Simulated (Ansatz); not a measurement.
```
Cu Pd C N
1.0
     5.96793    0.00000    0.00000
     0.00000    5.96793    0.00000
     0.00000    0.00000    5.96793
Cu Pd C N
1 1 4 4
Direct
  0.00000 0.00000 0.00000
  0.50000 0.50000 0.50000
  0.18752 0.18752 0.18752
  0.18752 0.81248 0.81248
  0.81248 0.18752 0.81248
  0.81248 0.81248 0.18752
  0.30110 0.30110 0.30110
  0.30110 0.69890 0.69890
  0.69890 0.30110 0.69890
  0.69890 0.69890 0.30110
```

Space group P-43m; a structure generated by program, which may or may not match a known phase; spin-polarised.

These are results of Ansatz 0.2.0, DFT PBE, scalar-relativistic, plane waves, PAW, not measurements.

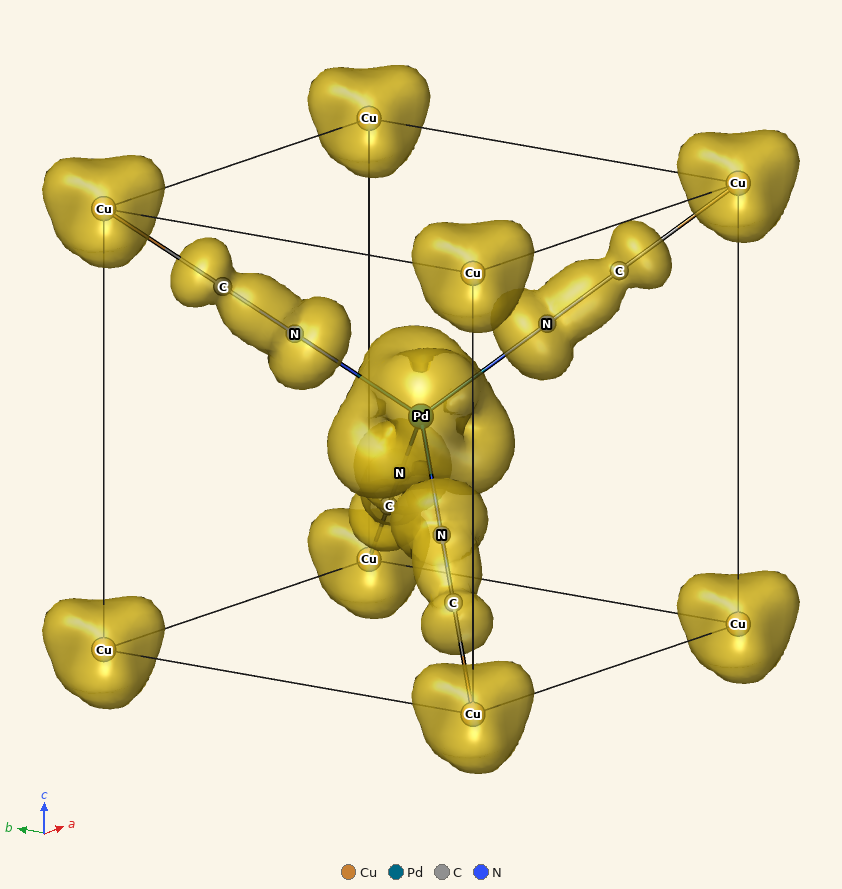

CuPdC$_{4}$N$_{4}$. Isosurface of the spin density (up minus down) at +0.04 e/Å³ (yellow), seen at an oblique angle. Sticks mark near contacts.

In a PAW calculation such maps are meaningful between the atoms, not at the nuclei.

Question: Describe the spin distribution.

Answer: The spin density sits on Cu: +0.4 μB; Pd: +1.2 μB in one cell of 10 atoms, with smaller moments on other sites: N (up to +0.07 μB): parallel main moments (a ferromagnetic arrangement) in this solution. The cell of the calculation (10 atoms) carries 3.0 μB of net spin moment.
